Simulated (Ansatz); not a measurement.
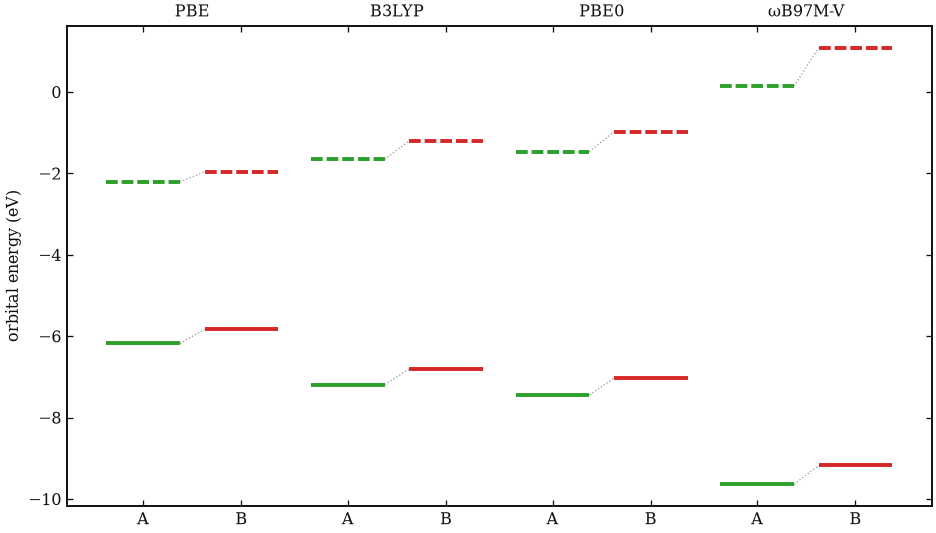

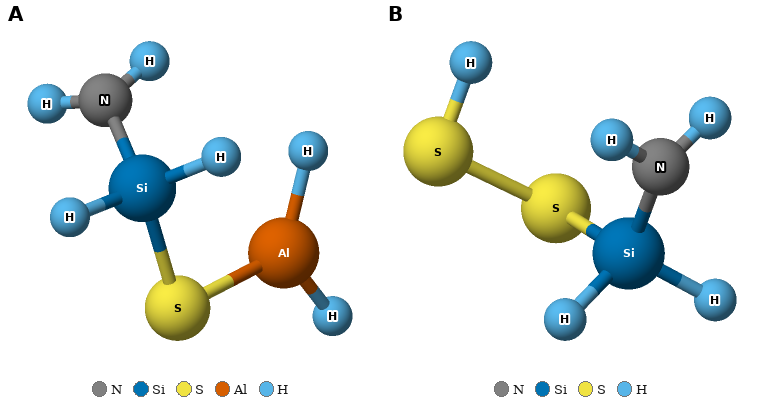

One change: A, AlSiNH₆S (SMILES N[SiH2][S][AlH2]), becomes B, SiNH₅S₂ (SMILES N[SiH2]SS). AlH₂ on S is replaced by SH. HOMO (solid) and LUMO (dashed) computed in def2-TZVPP at PBE0-D4/def2-TZVP geometries, both minima by their frequencies, gas phase, the Ansatz code. Empty levels above zero depend strongly on the basis.

### What does the change do to HOMO and LUMO?

PBE: the HOMO rises by 0.35 eV, the LUMO rises by 0.25 eV, and the separation goes from 3.97 to 3.87 eV. B3LYP: the HOMO rises by 0.39 eV, the LUMO rises by 0.45 eV, and the separation goes from 5.54 to 5.60 eV. PBE0: the HOMO rises by 0.41 eV, the LUMO rises by 0.49 eV, and the separation goes from 5.98 to 6.05 eV. ωB97M-V: the HOMO rises by 0.46 eV, the LUMO rises by 0.94 eV, and the separation goes from 9.78 to 10.26 eV.

### Do the functionals agree on the effect?

They agree on the direction for both levels; the HOMO shift lies between 0.35 and 0.46 eV and the LUMO shift between 0.25 and 0.94 eV, while the separations themselves differ by up to 6.4 eV between functionals.

Note: one conformer of each flexible molecule.
